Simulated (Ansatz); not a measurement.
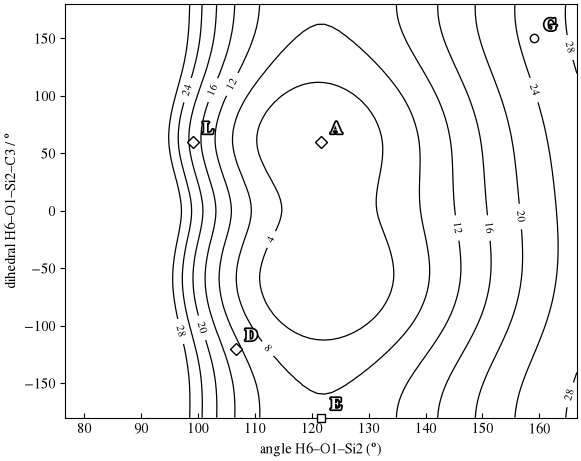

CH₄BrFOSi, SMILES O[SiH2]C(F)Br. First axis: angle H6–O1–Si2. Second axis: dihedral H6–O1–Si2–C3. Nothing is relaxed (all other coordinates rigid). The grid has 13 × 12 points. Points are written as (first, second). Energies are in kJ/mol, from the relaxed molecule at the same level. Method: RHF/def2-SVP in Ansatz 0.2.0.

In the figure: contour lines labelled in kJ/mol (none above 28), lettered points. Between grid points the surface is interpolated.

### Is A the lowest point of the computed grid?

No. A lies 0.46 kJ/mol above the lowest grid point, which is at (121.6°, −60°). It is a local minimum.

### What kind of point is each of A, D, E, G, L: minimum, saddle, maximum or slope?

A: minimum; D: on a slope; E: saddle point; G: on a slope; L: on a slope. (In these two coordinates alone; a stationary point may lie a little off the grid point.)

### Rank the lettered points by energy, lowest first.

A (0.49 kJ/mol), E (8 kJ/mol), D (13 kJ/mol), L (19 kJ/mol), G (25 kJ/mol).
